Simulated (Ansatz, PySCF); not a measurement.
H2S (SMILES S) and H2 (SMILES [H][H]) are pulled apart as rigid monomers along the line of their centres of mass, from the B3LYP-D3(BJ)/def2-TZVP minimum. Starting geometry (charge 0, multiplicity 1):
```csv
atom,x (Å),y (Å),z (Å)
S,0.4991,-0.6680,0.1584
H,-0.8080,-0.9414,0.2976
H,0.2840,0.6572,0.1677
H,0.1559,-0.1741,3.2753
H,-0.0537,0.0274,3.9616
```

Interaction energies with rigid monomers; basis-set methods are counterpoise corrected unless marked otherwise.

Rows in 3-21G carry no dispersion term and start afresh at each structure.

Run with Ansatz (Gaussian orbitals); PySCF for 3-21G rows, the dispersion terms. Values without a source in brackets are computed.

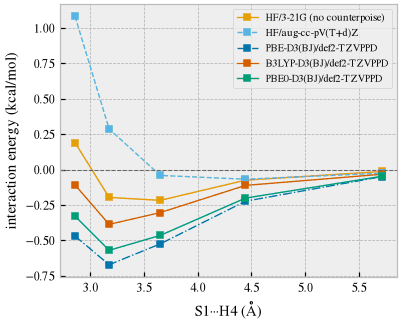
Fig. 1. Interaction energy against separation

Task: Which level binds most strongly at S1···H4 = 3.17, and by how much?

Result: PBE-D3(BJ)/def2-TZVPPD, -0.7 kcal/mol.

Ansatz is a first-principles code.
